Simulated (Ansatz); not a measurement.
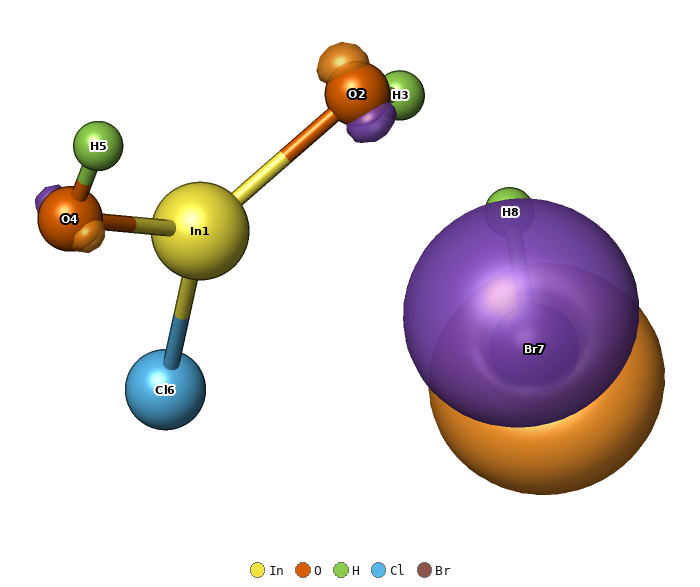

Figure. ClH₂InO₂···HBr. One frontier orbital at ±0.15 Å⁻³ᐟ² (orange and purple are the two phases), seen from one side.

Core potentials replace the inner electrons of In; not at a stationary point (largest force 1.5 eV/Å).

The calculation used Ansatz 0.2.0, RKS PBE0/def2-SVP.

Input

```
crystal:
  periodic: [false, false, false]
  atoms:
    - { symbol: In, position_ang: [0.0, 0.0, 0.0] }
    - { symbol: O, position_ang: [0.0, 0.0, 2.34] }
    - { symbol: H, position_ang: [-0.9095, -0.2814, 2.6771] }
    - { symbol: O, position_ang: [1.7233, 0.0, -0.995] }
    - { symbol: H, position_ang: [2.0232, -0.9519, -1.1499] }
    - { symbol: Cl, position_ang: [-2.113, 0.0, -1.22] }
    - { symbol: Br, position_ang: [0.1309, 2.7679, 0.9207] }
    - { symbol: H, position_ang: [0.0628, 1.3273, 2.1635] }
basis:
  gaussian: { orbitals: def2-SVP }
hamiltonian:
  xc: pbe0
relax:
  f_tol: 0.15
  max_steps: 25
  restrain:
    - { distance: [0, 6], at: 3.82, k: 30.0 }
    - { distance: [7, 1], at: 2.21, k: 30.0 }
    - { distance: [0, 1], at: 1.99, k: 30.0 }
    - { distance: [7, 6], at: 1.55, k: 30.0 }
output:
  orbitals: {}
```

Run with:

```sh
ansatz run input.yaml --threads 4 --pin off --max-ram 5120MiB --backend cpu --events-out ev --progress --plain --runs-dir out
```

The fields are those of the run's last geometry, not of the input's.

Q: Which orbital is it: HOMO or LUMO?

A: The HOMO, at −8.65 eV. Its weight (Hirshfeld) is mainly on Br7 (about 95 %); largely a lone pair of Br7.
